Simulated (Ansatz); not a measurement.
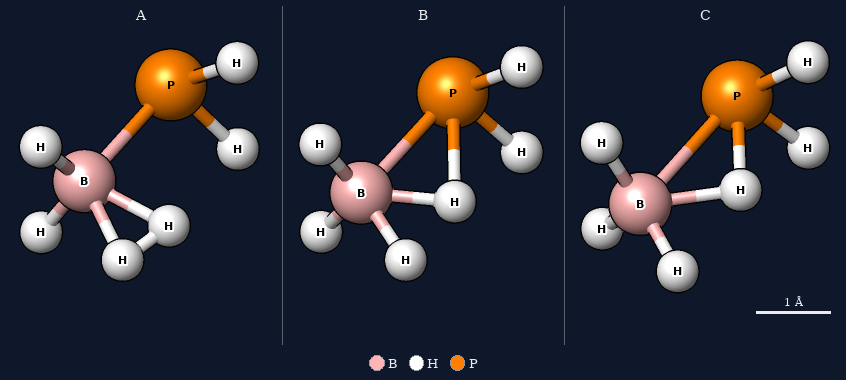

Three geometries of BPH₆: a saddle point and the two minima that it joins, in shuffled order. The picture is a ball-and-stick view, seen from a free direction. Sticks join atoms that are closer than about 1.2 times the sum of their covalent radii (a little more with hydrogen).

Stationary points at PBE0-D4/def2-TZVP, single-point energies with wB97X-V, CAM-B3LYP-D4, BHLYP-D4 (def2-TZVPP where no basis is named; Ansatz 0.2.0). The energies are electronic, without zero-point or thermal terms, and both ends are the minima reached downhill from the saddle, with any fragments still in contact.

**Identify the saddle point and describe the reaction.**

Frame B is the saddle point. From C over the saddle to A, a bond forms: H–H (1.58 → 1.16 → 0.84 Å). A bond breaks: H–P (1.54 → 1.78 → 2.30 Å). The saddle has one imaginary mode, 687i cm⁻¹. With wB97X-V the barrier is 3.6 kcal/mol from C and 5.1 kcal/mol from A, and A lies 1.5 kcal/mol below C.

```csv
level,barrier from C (kcal/mol),barrier from A (kcal/mol),A less C (kcal/mol)
wB97X-V,3.6,5.1,−1.5
CAM-B3LYP-D4,3.7,4.7,−1.0
BHLYP-D4,5.1,6.3,−1.2
```
